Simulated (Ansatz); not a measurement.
## Effect of Cl → S on CsPbCl3

The reference is CsPbCl₃ in the cubic perovskite structure (space group Pm-3m, No. 221; a = 5.619 Å).

The change: S takes the place of Cl on all its sites, then cell and atoms are relaxed.

Level of theory: Ansatz (a program for electronic structure) PBEsol, without spin-orbit coupling, earlier PAW set. k-mesh 9×9×9 (Γ-centred); smearing 0.05 eV (Fermi–Dirac), for the changed cell.

```json
[
 {"quantity": "volume per atom", "base": "35.48 Å³", "changed": "29.15 Å³", "shift": "-6.33 Å³"},
 {"quantity": "density", "base": "4.18 g/cm³", "changed": "4.97 g/cm³", "shift": "+0.79 g/cm³"},
 {"quantity": "lattice parameter a", "base": "5.619 Å", "changed": "5.263 Å", "shift": "-0.356 Å"},
 {"quantity": "space group", "base": "Pm-3m (No. 221)", "changed": "Pm-3m (No. 221)", "shift": "–"},
 {"quantity": "shortest interatomic distance", "base": "2.809 Å", "changed": "2.631 Å", "shift": "-0.178 Å"},
 {"quantity": "band gap", "base": "1.84 eV", "changed": "zero", "shift": "–"}
]
```

Final structure:

```yaml
crystal:
  lattice:
    - [5.26269, 0.00000, 0.00000]
    - [0.00000, 5.26269, 0.00000]
    - [0.00000, 0.00000, 5.26269]
  atoms:
    - { symbol: Cs, position: [0.00000, 0.00000, 0.00000] }
    - { symbol: Pb, position: [0.50000, 0.50000, 0.50000] }
    - { symbol: S, position: [0.00000, 0.50000, 0.50000] }
    - { symbol: S, position: [0.50000, 0.50000, 0.00000] }
    - { symbol: S, position: [0.50000, 0.00000, 0.50000] }
```

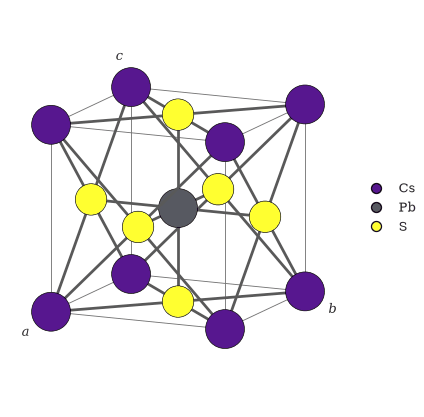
Figure: The relaxed conventional cell after the change

Cost of the whole job for the changed cell (relaxation, final SCF and bands): very roughly 70 core-seconds.

With Pb present, leaving out spin-orbit coupling can change the band edges. No phonon test of stability was made. As relaxed here, CsPbS3 is a hypothetical phase, not in the database extracts checked. All final runs are without spin polarisation. An odd electron count without spin: CsPbS3. Many cubic perovskites are stable only at high temperature; tilts and polar distortions were not tested. This is not the structure that CsPbCl3 has at room temperature and ambient pressure.
